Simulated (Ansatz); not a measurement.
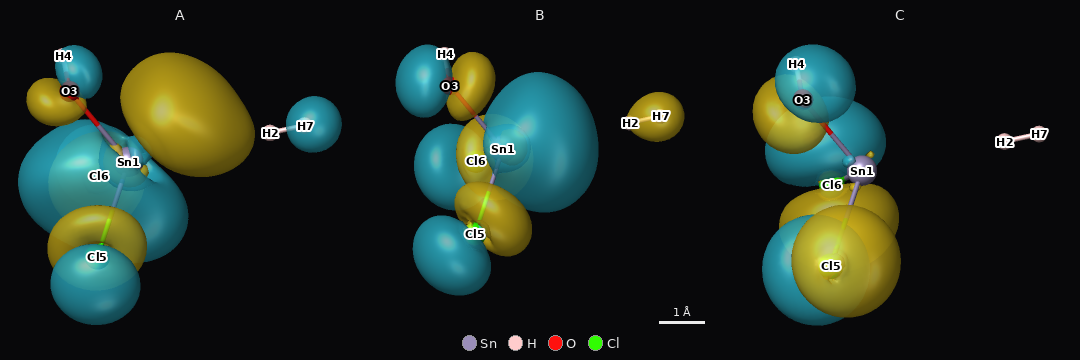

Cl₂HOSn···H₂ (doublet). Three frontier orbitals at ±0.08 Å⁻³ᐟ² (yellow and cyan are the two phases), in no order.

Core potentials replace the inner electrons of Sn; not at a stationary point (largest force 1.7 eV/Å).

Level of theory: Ansatz 0.2.0, UKS r2SCANh-D4/def2-SVP.

```xyz
7

Sn   -0.0211   -0.0321   -0.1876
H    -0.0532    0.0231    2.7541
O     1.8113   -0.0159   -0.9614
H     2.1907   -0.9050   -1.0027
Cl   -1.0272    1.9059   -1.0876
Cl   -1.1017   -1.9557   -1.0730
H    -0.0562    0.0275    3.4712
```

### Order the three orbitals by energy and name them. All are α orbitals.

C is the HOMO−1 (α) (−8.55 eV). It lies mainly on Cl6 (about 45 %), Cl5 (about 30 %) and O3 (about 15 %); largely a combination of lone pairs on Cl6, Cl5 and O3. B is the HOMO (α) (−7.07 eV). Its weight (Hirshfeld) is mainly on Sn1 (about 45 %), Cl5 (about 20 %), Cl6 (about 20 %) and O3 (about 15 %). A is the LUMO (α) (−1.02 eV). It lies mainly on Sn1 (about 55 %), Cl5 (about 15 %) and Cl6 (about 15 %).

### What is the gap between the highest occupied and lowest empty α orbitals?

6.05 eV between the orbital energies.
